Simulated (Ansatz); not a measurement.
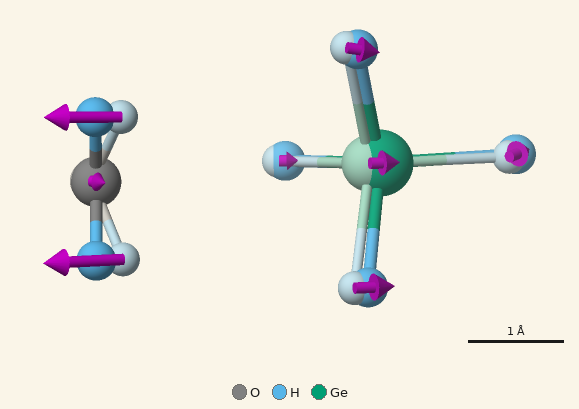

A relaxation of GeH₆O. The starting structure is drawn faded, the final one solid; purple arrows show the displacements, magnified 3 times. The two geometries are superimposed by the best rigid fit.

Style: ball-and-stick. Shown at a tilt.

All numbers below come from RKS PBE0-D4/def2-TZVP (Ansatz 0.2.0).

Input
```yaml
crystal:
  periodic: [false, false, false]
  atoms:
    - {symbol: O, position_ang: [-0.042917, -0.082484, -2.019773]}
    - {symbol: H, position_ang: [0.589337, 0.651131, -1.905652]}
    - {symbol: H, position_ang: [0.518692, -0.863526, -1.858521]}
    - {symbol: Ge, position_ang: [-0.223739, 0.058807, 1.138141]}
    - {symbol: H, position_ang: [-0.232301, 0.136207, 2.689851]}
    - {symbol: H, position_ang: [0.331103, -1.329232, 0.732949]}
    - {symbol: H, position_ang: [0.717857, 1.172571, 0.614449]}
    - {symbol: H, position_ang: [-1.658033, 0.256325, 0.608656]}
basis:
  gaussian: {orbitals: def2-TZVP}
hamiltonian: {xc: pbe0, dispersion: d4}
relax: {f_tol: 0.005, max_steps: 200}
```

Run as
```bash
ansatz run in.yaml --threads 4 --pin off --events-out ev --progress --plain --max-ram 9574MiB
```

### Which element moves most?

Hydrogen: up to 0.30 Å, against 0.11 Å for germanium.

### What did the optimiser do to the structure, and how much energy did it gain?

After 9 accepted moves (13 points after the start) the energy has fallen by 0.70 kcal/mol. The largest force component goes from 1.1 to 0.0044 eV/Å. The line search rejected the trial steps at points 2, 5, 7, 8 of the run. The forces were under the threshold at step 6, but the run went on from there. H2 moves most after the best rigid fit: 0.30 Å. By element the largest moves are H 0.30 Å, Ge 0.11 Å, O 0.06 Å. Some distances before and after: O1–H2 0.975 → 0.960 Å, Ge4–H6 1.549 → 1.534 Å, Ge4–H5 1.554 → 1.540 Å, Ge4–H8 1.542 → 1.530 Å. Bond angles that change, for instance: H2–O1–H3 102.1° → 105.1°.

Limits of the set-up: the start holds two separate molecules, 2.6 Å apart at their closest, whose relative position is a soft coordinate.
